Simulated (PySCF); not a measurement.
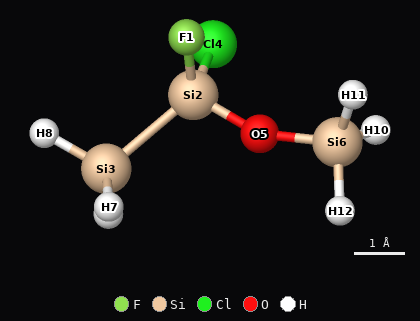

*The structure as given in the input (ball-and-stick view, seen at a tilt; atoms are numbered from 1 in the order of the input).*

Bond lengths as drawn: Cl–Si 2.02 Å, F–Si 1.63 Å, H–Si 1.44 to 1.47 Å, O–Si 1.62 to 1.63 Å and Si–Si 2.30 Å.

# Si3H6ClOF: geometry relaxation

The run: geometry relaxation of Si3H6ClOF. Method and program: PBE0-D3(BJ)/def2-SVP geometry optimisation, gas phase (PySCF 2.14.0).

Output:
```
step   0  E = -1506.28707386  max force = 0.021908
step   1  E = -1506.29695917  max force = 0.004154
step   2  E = -1506.29722025  max force = 0.001244
step   3  E = -1506.29736767  max force = 0.001496
step   4  E = -1506.29747760  max force = 0.002194
step   5  E = -1506.29757941  max force = 0.001714
step   6  E = -1506.29766107  max force = 0.001745
step   7  E = -1506.29776132  max force = 0.001509
step   8  E = -1506.29784909  max force = 0.002342
step   9  E = -1506.29791129  max force = 0.002122
step  10  E = -1506.29795524  max force = 0.000778
step  11  E = -1506.29796758  max force = 0.000868
step  12  E = -1506.29798250  max force = 0.001020
step  13  E = -1506.29799232  max force = 0.000942
step  14  E = -1506.29800321  max force = 0.000314
optimisation converged
```

Trajectory as extended XYZ (Å, eV, eV/Å), 15 frames, from step=0 to step=14:
```
12
Properties=species:S:1:pos:R:3:forces:R:3 step=0 energy=-40988.15902
F    -0.2049    0.6737    2.0979   -0.4443   0.0473   0.0106
Si   -0.3582    0.7957    0.4830    0.5375  -0.4816   0.9160
Si   -2.3727   -0.0462   -0.2554    0.3043  -0.0037   0.3825
Cl    0.1603    2.7140    0.0980   -0.1384   0.7149  -0.3231
O     0.8190   -0.1576   -0.0777   -1.1266   0.2269  -0.2878
Si    2.3376   -0.7116   -0.2475    0.0832  -0.2877   0.2209
H    -2.4223   -1.4975   -0.0514    0.1375  -0.5004   0.1497
H    -3.4574    0.5662    0.4757   -0.7359   0.4327   0.5356
H    -2.5664    0.2276   -1.6542   -0.0253   0.2456  -1.1075
H     3.0890    0.2995   -0.9656    0.6519   0.4105  -0.4290
H     2.8851   -0.9542    1.0936    0.3739  -0.1562   0.3078
H     2.1307   -1.9378   -1.0054    0.3820  -0.6484  -0.3757
12
Properties=species:S:1:pos:R:3:forces:R:3 step=1 energy=-40988.42802
F    -0.3234    0.6608    2.1259   -0.0094   0.0688   0.0676
Si   -0.3601    0.7670    0.5106    0.0642  -0.0968   0.0835
Si   -2.4223    0.0019   -0.2330   -0.0027   0.0906  -0.0196
Cl    0.0529    2.7294    0.0486   -0.0413  -0.0179  -0.0179
O     0.8141   -0.1931   -0.0798    0.1141  -0.0532  -0.0968
Si    2.3807   -0.7436   -0.2602   -0.2136   0.0547   0.0550
H    -2.4624   -1.4689   -0.0058   -0.0091  -0.0860   0.0106
H    -3.5259    0.6565    0.5183   -0.0590   0.0538   0.0730
H    -2.5835    0.2969   -1.6817    0.0233  -0.0046  -0.1138
H     3.1812    0.2739   -0.9886    0.0579   0.0499  -0.0551
H     2.9763   -0.9960    1.0789    0.0402  -0.0159   0.0499
H     2.3124   -2.0073   -1.0385    0.0355  -0.0434  -0.0364
12
Properties=species:S:1:pos:R:3:forces:R:3 step=2 energy=-40988.43512
F    -0.3271    0.6626    2.1375    0.0166   0.0254  -0.0147
Si   -0.3599    0.7477    0.5195    0.0151  -0.0639   0.0631
Si   -2.4314    0.0085   -0.2335   -0.0224   0.0364  -0.0182
Cl    0.0484    2.7064    0.0408   -0.0219   0.0157  -0.0176
O     0.8150   -0.2099   -0.0772    0.0257  -0.0502  -0.0195
Si    2.3848   -0.7438   -0.2599   -0.0375   0.0475   0.0158
H    -2.4971   -1.4654   -0.0002   -0.0200   0.0005  -0.0029
H    -3.5291    0.6883    0.5149    0.0112   0.0082   0.0065
H    -2.5724    0.2977   -1.6911    0.0226  -0.0138  -0.0052
H     3.1752    0.2834   -0.9961    0.0037  -0.0041  -0.0050
H     2.9933   -0.9870    1.0791   -0.0001  -0.0028  -0.0018
H     2.3404   -2.0113   -1.0393    0.0070   0.0011  -0.0006
12
Properties=species:S:1:pos:R:3:forces:R:3 step=3 energy=-40988.43913
F    -0.3212    0.6572    2.1446    0.0233  -0.0131  -0.0365
Si   -0.3596    0.7210    0.5259   -0.0085  -0.0077   0.0154
Si   -2.4425    0.0166   -0.2335   -0.0053  -0.0088  -0.0045
Cl    0.0431    2.6762    0.0263   -0.0074   0.0346  -0.0131
O     0.8150   -0.2349   -0.0757   -0.0590  -0.0494   0.0314
Si    2.3915   -0.7428   -0.2570    0.0770   0.0322  -0.0164
H    -2.5526   -1.4552    0.0052   -0.0192   0.0272  -0.0026
H    -3.5249    0.7318    0.5069    0.0255  -0.0031  -0.0212
H    -2.5569    0.2984   -1.6965    0.0120  -0.0063   0.0305
H     3.1652    0.2937   -1.0010   -0.0150  -0.0176   0.0162
H     3.0081   -0.9702    1.0819   -0.0129   0.0022  -0.0107
H     2.3746   -2.0143   -1.0325   -0.0106   0.0098   0.0116
12
Properties=species:S:1:pos:R:3:forces:R:3 step=4 energy=-40988.44212
F    -0.3094    0.6425    2.1458    0.0132  -0.0302  -0.0197
Si   -0.3594    0.6923    0.5278   -0.0035   0.0443  -0.0265
Si   -2.4533    0.0250   -0.2341    0.0087  -0.0348   0.0058
Cl    0.0394    2.6454    0.0100    0.0009   0.0279  -0.0035
O     0.8133   -0.2649   -0.0760   -0.0970  -0.0540   0.0434
Si    2.3996   -0.7417   -0.2518    0.1128   0.0197  -0.0264
H    -2.6176   -1.4406    0.0108   -0.0094   0.0281   0.0029
H    -3.5152    0.7816    0.4943    0.0176  -0.0007  -0.0271
H    -2.5407    0.2995   -1.7001    0.0003   0.0019   0.0280
H     3.1533    0.3036   -1.0040   -0.0155  -0.0144   0.0193
H     3.0194   -0.9463    1.0893   -0.0127   0.0035  -0.0093
H     2.4108   -2.0191   -1.0175   -0.0152   0.0088   0.0130
12
Properties=species:S:1:pos:R:3:forces:R:3 step=5 energy=-40988.44489
F    -0.2972    0.6181    2.1433   -0.0036  -0.0271   0.0062
Si   -0.3593    0.6618    0.5263    0.0138   0.0810  -0.0477
Si   -2.4637    0.0346   -0.2372    0.0133  -0.0363   0.0083
Cl    0.0409    2.6136   -0.0044    0.0072   0.0033   0.0093
O     0.8088   -0.3015   -0.0769   -0.0882  -0.0606   0.0297
Si    2.4082   -0.7408   -0.2439    0.0844   0.0149  -0.0208
H    -2.6889   -1.4199    0.0185    0.0027   0.0130   0.0096
H    -3.5010    0.8394    0.4729    0.0019   0.0057  -0.0203
H    -2.5235    0.2992   -1.7053   -0.0085   0.0044   0.0087
H     3.1369    0.3130   -1.0072   -0.0069  -0.0041   0.0114
H     3.0285   -0.9131    1.1010   -0.0057   0.0026  -0.0022
H     2.4500   -2.0269   -0.9926   -0.0105   0.0032   0.0077
12
Properties=species:S:1:pos:R:3:forces:R:3 step=6 energy=-40988.44712
F    -0.2920    0.5920    2.1399   -0.0163  -0.0122   0.0192
Si   -0.3589    0.6371    0.5234    0.0242   0.0897  -0.0422
Si   -2.4706    0.0441   -0.2434    0.0098  -0.0181   0.0039
Cl    0.0531    2.5873   -0.0110    0.0120  -0.0206   0.0181
O     0.8017   -0.3372   -0.0767   -0.0480  -0.0635   0.0093
Si    2.4138   -0.7405   -0.2349    0.0258   0.0168  -0.0095
H    -2.7458   -1.3976    0.0285    0.0099  -0.0042   0.0133
H    -3.4872    0.8923    0.4440   -0.0101   0.0092  -0.0086
H    -2.5085    0.2946   -1.7140   -0.0102  -0.0001  -0.0095
H     3.1175    0.3193   -1.0113    0.0030   0.0045   0.0005
H     3.0337   -0.8779    1.1135    0.0017   0.0009   0.0048
H     2.4831   -2.0362   -0.9635   -0.0017  -0.0024   0.0008
12
Properties=species:S:1:pos:R:3:forces:R:3 step=7 energy=-40988.44984
F    -0.2954    0.5544    2.1370   -0.0267   0.0109   0.0212
Si   -0.3580    0.6048    0.5202    0.0244   0.0776  -0.0185
Si   -2.4773    0.0602   -0.2577    0.0009   0.0156  -0.0062
Cl    0.0892    2.5487   -0.0125    0.0163  -0.0437   0.0226
O     0.7873   -0.3933   -0.0718    0.0198  -0.0575  -0.0099
Si    2.4169   -0.7407   -0.2196   -0.0543   0.0188   0.0025
H    -2.8176   -1.3594    0.0475    0.0140  -0.0229   0.0153
H    -3.4670    0.9704    0.3872   -0.0202   0.0099   0.0068
H    -2.4848    0.2785   -1.7332   -0.0069  -0.0107  -0.0266
H     3.0806    0.3257   -1.0200    0.0134   0.0113  -0.0123
H     3.0380   -0.8210    1.1323    0.0093  -0.0011   0.0122
H     2.5283   -2.0508   -0.9148    0.0101  -0.0081  -0.0069
12
Properties=species:S:1:pos:R:3:forces:R:3 step=8 energy=-40988.45223
F    -0.3171    0.5129    2.1391   -0.0262   0.0321   0.0095
Si   -0.3570    0.5664    0.5213    0.0050   0.0365   0.0124
Si   -2.4806    0.0838   -0.2836   -0.0095   0.0524  -0.0192
Cl    0.1598    2.4943   -0.0059    0.0135  -0.0496   0.0171
O     0.7640   -0.4711   -0.0528    0.0955  -0.0264  -0.0110
Si    2.4129   -0.7411   -0.1968   -0.1204   0.0106   0.0056
H    -2.8974   -1.3013    0.0761    0.0130  -0.0345   0.0139
H    -3.4382    1.0714    0.2917   -0.0245   0.0055   0.0209
H    -2.4464    0.2416   -1.7662    0.0008  -0.0235  -0.0334
H     3.0180    0.3298   -1.0361    0.0186   0.0118  -0.0213
H     3.0408   -0.7416    1.1539    0.0139  -0.0026   0.0166
H     2.5813   -2.0677   -0.8460    0.0203  -0.0122  -0.0111
12
Properties=species:S:1:pos:R:3:forces:R:3 step=9 energy=-40988.45393
F    -0.3402    0.5133    2.1435   -0.0116   0.0283  -0.0022
Si   -0.3577    0.5655    0.5250   -0.0070  -0.0024   0.0119
Si   -2.4773    0.0913   -0.2980   -0.0105   0.0503  -0.0181
Cl    0.1976    2.4829    0.0051    0.0061  -0.0242   0.0038
O     0.7547   -0.4890   -0.0379    0.0950  -0.0057   0.0082
Si    2.4063   -0.7420   -0.1879   -0.1091   0.0059   0.0001
H    -2.8981   -1.2865    0.0868    0.0075  -0.0250   0.0077
H    -3.4388    1.0916    0.2494   -0.0152  -0.0004   0.0193
H    -2.4313    0.2185   -1.7838    0.0061  -0.0226  -0.0205
H     2.9949    0.3239   -1.0458    0.0128   0.0061  -0.0157
H     3.0430   -0.7169    1.1589    0.0096  -0.0022   0.0119
H     2.5868   -2.0753   -0.8206    0.0165  -0.0082  -0.0064
12
Properties=species:S:1:pos:R:3:forces:R:3 step=10 energy=-40988.45512
F    -0.3651    0.5405    2.1483    0.0091   0.0072  -0.0104
Si   -0.3601    0.5849    0.5295   -0.0141  -0.0298  -0.0097
Si   -2.4712    0.0903   -0.3082   -0.0054   0.0152  -0.0046
Cl    0.2176    2.4942    0.0138    0.0002   0.0147  -0.0135
O     0.7522   -0.4767   -0.0232    0.0325   0.0046   0.0400
Si    2.3984   -0.7434   -0.1836   -0.0312   0.0033  -0.0127
H    -2.8580   -1.2953    0.0906   -0.0014   0.0005  -0.0022
H    -3.4587    1.0712    0.2309    0.0041  -0.0066   0.0038
H    -2.4233    0.1974   -1.7966    0.0067  -0.0087   0.0047
H     2.9914    0.3121   -1.0534   -0.0007  -0.0020   0.0006
H     3.0474   -0.7169    1.1583   -0.0012   0.0005   0.0007
H     2.5694   -2.0810   -0.8119    0.0014   0.0012   0.0033
12
Properties=species:S:1:pos:R:3:forces:R:3 step=11 energy=-40988.45546
F    -0.3725    0.5473    2.1514    0.0097  -0.0001  -0.0096
Si   -0.3614    0.5812    0.5326   -0.0164  -0.0200  -0.0161
Si   -2.4701    0.0920   -0.3144   -0.0027   0.0008   0.0003
Cl    0.2267    2.4849    0.0078   -0.0014   0.0152  -0.0126
O     0.7492   -0.4875   -0.0102    0.0097   0.0097   0.0446
Si    2.3958   -0.7428   -0.1775    0.0040  -0.0011  -0.0190
H    -2.8672   -1.2879    0.0950   -0.0019   0.0050  -0.0027
H    -3.4558    1.0832    0.2087    0.0054  -0.0062  -0.0014
H    -2.4085    0.1815   -1.8036    0.0027  -0.0022   0.0081
H     2.9765    0.3106   -1.0587   -0.0036  -0.0042   0.0047
H     3.0522   -0.7017    1.1606   -0.0030   0.0015  -0.0015
H     2.5751   -2.0834   -0.7974   -0.0025   0.0015   0.0052
12
Properties=species:S:1:pos:R:3:forces:R:3 step=12 energy=-40988.45586
F    -0.3833    0.5691    2.1571    0.0024  -0.0115  -0.0012
Si   -0.3653    0.5792    0.5385   -0.0046   0.0046  -0.0273
Si   -2.4675    0.0884   -0.3234    0.0047  -0.0249   0.0102
Cl    0.2279    2.4756   -0.0104   -0.0040   0.0052  -0.0060
O     0.7486   -0.4969    0.0179   -0.0323   0.0142   0.0397
Si    2.3935   -0.7400   -0.1670    0.0525  -0.0081  -0.0236
H    -2.8767   -1.2844    0.0984   -0.0017   0.0088  -0.0007
H    -3.4547    1.0902    0.1756    0.0042  -0.0005  -0.0091
H    -2.3821    0.1533   -1.8127   -0.0055   0.0099   0.0075
H     2.9541    0.3048   -1.0715   -0.0056  -0.0032   0.0075
H     3.0667   -0.6740    1.1618   -0.0032   0.0040  -0.0034
H     2.5787   -2.0877   -0.7698   -0.0068   0.0015   0.0064
12
Properties=species:S:1:pos:R:3:forces:R:3 step=13 energy=-40988.45613
F    -0.3934    0.5813    2.1617   -0.0049  -0.0116   0.0052
Si   -0.3688    0.5765    0.5434    0.0052   0.0129  -0.0233
Si   -2.4652    0.0830   -0.3302    0.0067  -0.0269   0.0114
Cl    0.2251    2.4687   -0.0217   -0.0042  -0.0034   0.0000
O     0.7497   -0.5036    0.0418   -0.0327   0.0139   0.0229
Si    2.3941   -0.7361   -0.1597    0.0485  -0.0090  -0.0175
H    -2.8857   -1.2838    0.0989   -0.0009   0.0050   0.0015
H    -3.4523    1.0938    0.1496    0.0009   0.0034  -0.0081
H    -2.3631    0.1342   -1.8187   -0.0084   0.0114   0.0022
H     2.9343    0.2974   -1.0887   -0.0040  -0.0008   0.0039
H     3.0827   -0.6416    1.1593   -0.0010   0.0047  -0.0028
H     2.5826   -2.0926   -0.7411   -0.0051   0.0002   0.0046
12
Properties=species:S:1:pos:R:3:forces:R:3 step=14 energy=-40988.45643
F    -0.4073    0.5907    2.1675   -0.0103  -0.0052   0.0078
Si   -0.3729    0.5756    0.5495    0.0128   0.0107  -0.0083
Si   -2.4621    0.0729   -0.3357    0.0054  -0.0149   0.0069
Cl    0.2154    2.4665   -0.0272   -0.0018  -0.0095   0.0044
O     0.7540   -0.5039    0.0674   -0.0138   0.0075  -0.0024
Si    2.3971   -0.7294   -0.1554    0.0161  -0.0043  -0.0032
H    -2.8879   -1.2911    0.0954    0.0000  -0.0012   0.0032
H    -3.4525    1.0870    0.1295   -0.0022   0.0052  -0.0021
H    -2.3481    0.1198   -1.8234   -0.0074   0.0061  -0.0032
H     2.9134    0.2842   -1.1186   -0.0007   0.0020  -0.0027
H     3.1059   -0.5954    1.1492    0.0023   0.0045  -0.0015
H     2.5850   -2.0994   -0.7038   -0.0005  -0.0009   0.0011
```

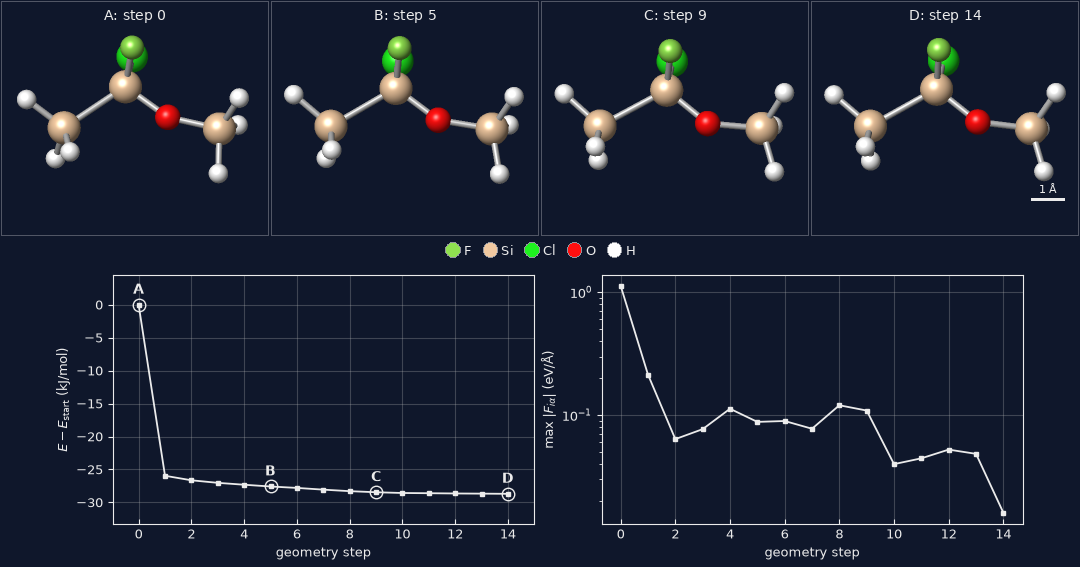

*Frames of the relaxation (ball-and-stick view, seen at a tilt) above the curves, on which the letters mark them (steps are counted from 0).*

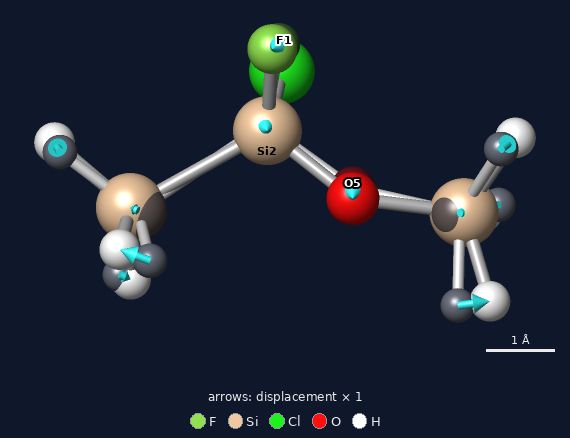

*Start (faint) and end (solid) with the displacements as teal arrows, at true length (ball-and-stick view, seen at a tilt). The two geometries are laid on each other by the best rigid fit.*

The largest moves after the best rigid fit, 0.48 Å, are those of H7 and H12. By element the largest moves are H 0.48 Å, O 0.35 Å, F 0.31 Å, Si 0.29 Å, Cl 0.25 Å. Among the contacts that change: O5–Si6 1.625 → 1.673 Å, Si3–H8 1.444 → 1.492 Å, Si6–H10 1.450 → 1.491 Å, Si2–Cl4 2.024 → 2.063 Å. Among the angles that change: Si2–O5–Si6 156.7° → 143.7°, Si3–Si2–Cl4 120.6° → 110.4°, O5–Si6–H12 102.0° → 107.3°. After 14 geometry steps the energy has fallen by 28.7 kJ/mol. Largest force component: 1.1 eV/Å at the start, 0.016 eV/Å at the end. (Atoms are counted from 1 in the order of the input.)

This output came from the following input.

Input:
```
{"job": {"xc": "PBE0", "basis": "def2-SVP", "d3": "d3bj", "grid": 1, "shake": 0.01, "kind": "geom"}, "charge": 0, "multiplicity": 1}
F     -0.204930     0.673740     2.097940
Si    -0.358200     0.795680     0.483030
Si    -2.372650    -0.046240    -0.255390
Cl     0.160310     2.713980     0.098020
O      0.818960    -0.157610    -0.077750
Si     2.337580    -0.711590    -0.247530
H     -2.422280    -1.497520    -0.051400
H     -3.457400     0.566230     0.475680
H     -2.566390     0.227550    -1.654150
H      3.088950     0.299540    -0.965610
H      2.885080    -0.954210     1.093570
H      2.130670    -1.937830    -1.005430
```

The first line tells a small driver script what to run in PySCF; the rest is the geometry in Å.

Launch command:
```bash
OMP_NUM_THREADS=1 python <driver script> task.json out
```

Key numbers:

```tsv
quantity	value
outcome	converged
total energy	−1506.298003 hartree
dipole moment	1.47 D
point group	C1
hardware	1 CPU thread, shared host
wall time	2.7 min
peak memory	0.55 GiB
```
